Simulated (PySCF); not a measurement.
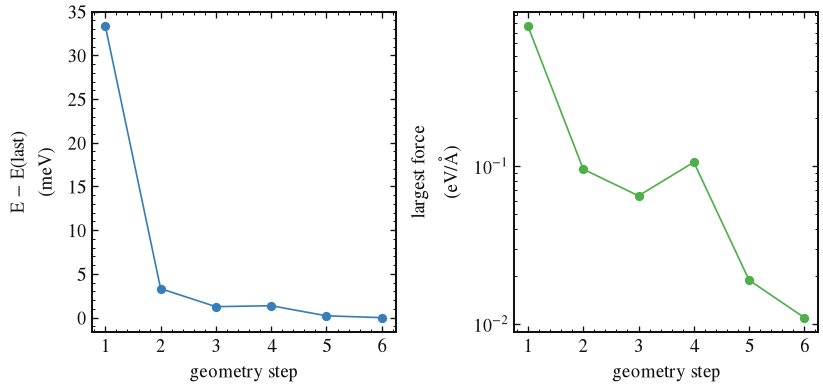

History of a geometry optimisation.

The run: C$_{6}$H$_{8}$O$_{2}$ (SMILES COC1=CC(=O)CC1), by PBE0-D3(BJ)/def2-SVP, geometry optimisation in PySCF.

Question: How did the optimisation end?

Answer: The optimisation met its thresholds at geometry 6, counting the start as the first. The energy fell by about 33 meV from the first step to the last. The largest force goes from about 0.77 eV/Å at the start to 0.011 eV/Å at the end.
